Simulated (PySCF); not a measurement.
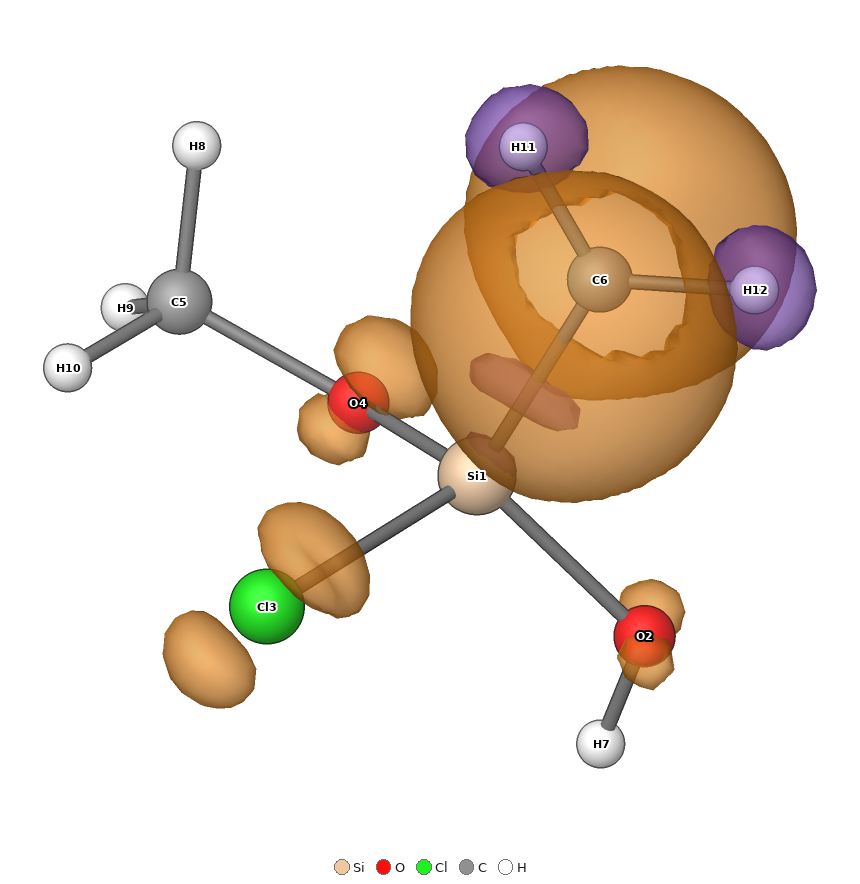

The picture shows: C$_{2}$H$_{6}$ClO$_{2}$Si (SMILES [CH2][Si](O)(Cl)OC) (doublet). Isosurfaces of the spin density at +0.015 (orange) and −0.015 e/Å³ (purple), seen at a tilt.

Geometry: PBE0-D3(BJ)/def2-SVP.

Method: UKS B3LYP, IGLO-III on C Cl O Si, pcH-1 on H, non-relativistic, mean-field spin-orbit, GIAO in PySCF 2.14.0, density-fitted response routines.

```
atom    x (Å)    y (Å)    z (Å)
  Si  -0.4989  -0.6232  -0.2313
   O  -0.4987  -2.2281  -0.5785
  Cl  -1.5241   0.4457  -1.6939
   O   1.0545  -0.0775  -0.2808
   C   1.5008   1.2495  -0.3373
   C  -1.3362  -0.3982   1.3764
   H  -0.0357  -2.4947  -1.3785
   H   1.3912   1.7554   0.6383
   H   2.5684   1.2514  -0.6031
   H   0.9499   1.8325  -1.0954
   H  -1.3857   0.5702   1.8843
   H  -1.8476  -1.2246   1.8797
```

Which atoms carry the spin?

Answer. The unpaired spin (1 electron) lies mostly on C6 (about 0.8) and Si1 (about 0.1), in electrons by Hirshfeld's partition.
